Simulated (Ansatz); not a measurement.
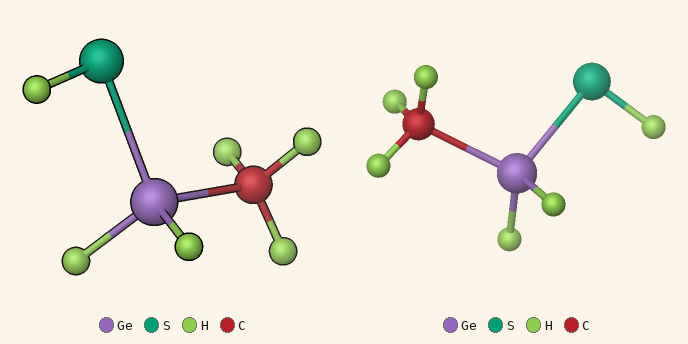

The same structure drawn twice, from different directions.

Describe the molecule.

Formula CH6GeS. This geometry has Cs symmetry. Coordination: 1 Ge tetrahedral; 1 S bent; 1 C tetrahedral.

The parts below concern this one geometry. Atoms keep their numbers from picture to picture. Computed geometry: PBE0-D4/def2-TZVP optimisation.

### Geometry

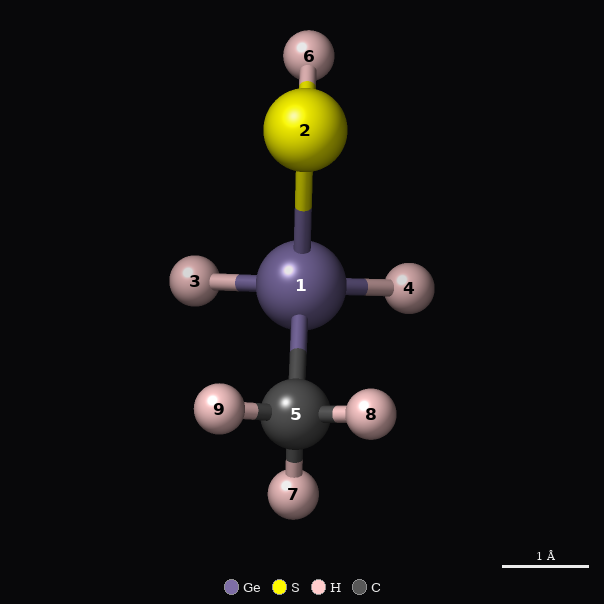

Atoms carry their numbers in the input.

What are the angles S2–Ge1–H3, S2–Ge1–C5, H3–Ge1–C5, Ge1–S2–H6, Ge1–C5–H7, Ge1–C5–H8?

```tsv
angle	degrees
S2–Ge1–H3	109.4
S2–Ge1–C5	105.6
H3–Ge1–C5	111.7
Ge1–S2–H6	95.0
Ge1–C5–H7	110.0
Ge1–C5–H8	110.0
```

### Electronic properties

Properties computed with RKS PBE0-D4/def2-TZVPP (Ansatz 0.2.0).

> Estimate the LUMO energy (Kohn–Sham orbital).

0.24 eV.

> What is the dispersion correction?

−14.0 kJ/mol.

> What is the HOMO energy (Kohn–Sham orbital)?

−7.14 eV.

### Vibrations

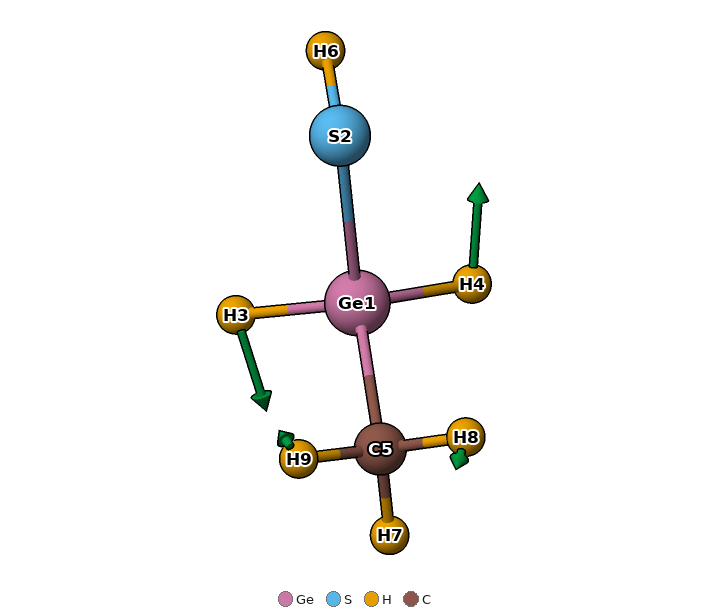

The arrows show one normal mode. Harmonic vibrations computed with RKS PBE0-D4/def2-TZVP (Ansatz 0.2.0) at a stationary point of the same level.

> What kind of motion is it?

Mostly H–Ge–S bending.

> Estimate its harmonic wavenumber.

609 cm⁻¹; it is mode 6 of 21 counted from the lowest.

### Charges

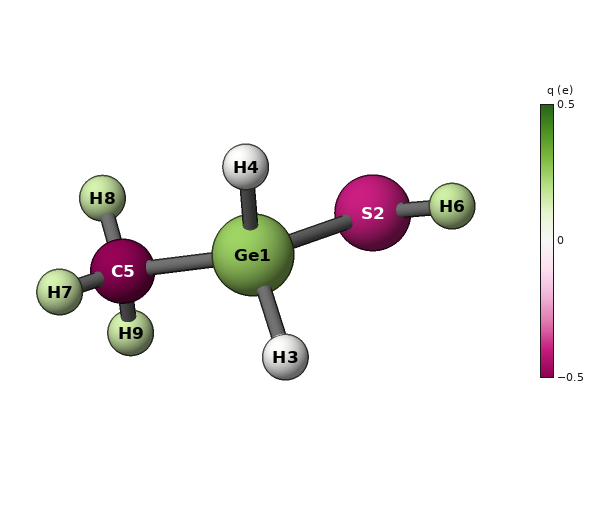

Atoms are coloured by their Mulliken charges. Properties computed with RKS PBE0-D4/def2-TZVP (Ansatz 0.2.0).

Give the Mulliken charges atom by atom.

```
atom  value (e)
 Ge1       0.25
  S2      −0.40
  H3       0.01
  H4       0.01
  C5      −0.49
  H6       0.17
  H7       0.15
  H8       0.15
  H9       0.15
```

Mulliken values depend strongly on the basis set and can even reverse the polarity of a bond.
